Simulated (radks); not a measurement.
Run report: Nd⁺, atomic calculation

Nd⁺, configuration [Xe] 4f4 6s1. Computed at this level: scalar-relativistic Kohn-Sham, r2SCAN, spin-polarised, spherical densities, finite nucleus (radks).

### What the run reported

```
                       quantity                                                                 value
                        outcome                                                             converged
                   total energy                                                    −9624.4559 hartree
                 kinetic energy                                                    10243.0029 hartree
        electron–nucleus energy                                                   −23362.1021 hartree
                 Hartree energy                                                     3717.3083 hartree
    exchange–correlation energy                                                   −222.664943 hartree
radius at density 0.001 e/bohr³                                                             4.61 bohr
                 SCF iterations                                                                    13
                       hardware  1 thread of Arm Neoverse V2, 23 GiB of memory available, shared host
```

### What is odd here

A numerical setting was moved from its usual value: mesh end rmax = 12. The program ran to the end. Its total energy differs from that of the same run with the usual input (−9624.45592 hartree) by +3.3×10⁻⁵ hartree, a small shift.

### The input
```
Z 60
configuration [Xe] 4f4 6s1
relativity scalar-relativistic
functional r2scan,r2scan
spin polarised
nucleus finite rms 4.9123 fm
c 137.035999084
mesh_end 12
max_iterations 58
```

Energies in input and log are in hartree, lengths in bohr (the nuclear radius in fm).

The run was one of a batch that the task file lists, launched with:
```bash
python <driver script> task.json out
```

### The program's output
```
1s      1   1.0000       -1597.60127518
2s      1   1.0000        -259.30121306
2p      1   3.0000        -231.70082464
3s      1   1.0000         -56.70605259
3p      1   3.0000         -47.95290850
3d      1   5.0000         -35.81164348
4s      1   1.0000         -11.61753546
4p      1   3.0000          -8.73735571
4d      1   5.0000          -4.62900322
4f      1   4.0000          -0.30862340
5s      1   1.0000          -1.77728032
5p      1   3.0000          -1.07689154
6s      1   1.0000          -0.31845509
1s      2   1.0000       -1597.60083866
2s      2   1.0000        -259.30192080
2p      2   3.0000        -231.70110091
3s      2   1.0000         -56.65709724
3p      2   3.0000         -47.90374717
3d      2   5.0000         -35.77286293
4s      2   1.0000         -11.47947676
4p      2   3.0000          -8.59624535
4d      2   5.0000          -4.48337792
4f      2   0.0000          -0.17677425
5s      2   1.0000          -1.69423364
5p      2   3.0000          -1.01437965
6s      2   0.0000          -0.22961079
Etot -9624.455889087762
Ekin 10243.002932275183
Encl -23362.102140158557
Eh 3717.3082622338998
Exc -222.66494343828708
err 3.032517083101747e-06
it 13
```

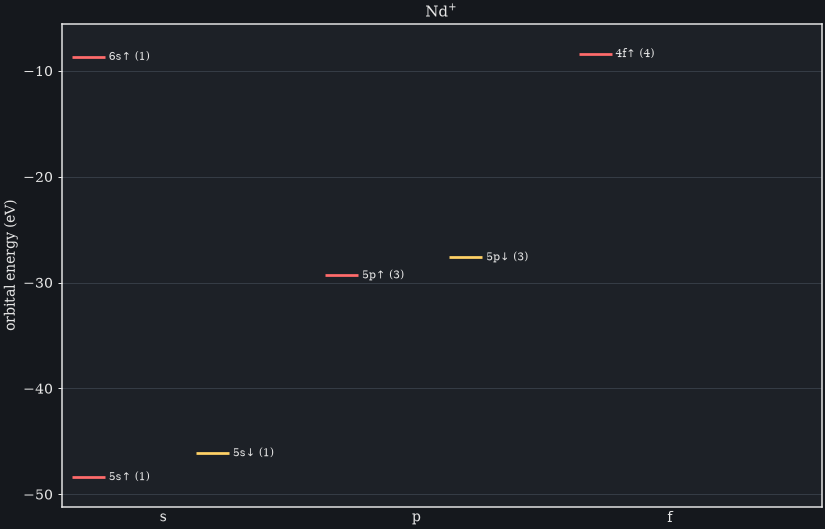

Fig. 1: The outer levels are drawn (occupations in brackets, up spins at the left of each column and down spins at the right). They are the filled levels of this odd run. The highest occupied level is 4f up at −8.40 eV. From the top down the occupied levels run 4f up (−8.40 eV), 6s up (−8.67 eV), 5p down (−27.6 eV), 5p up (−29.3 eV), 5s down (−46.1 eV), 5s up (−48.4 eV).
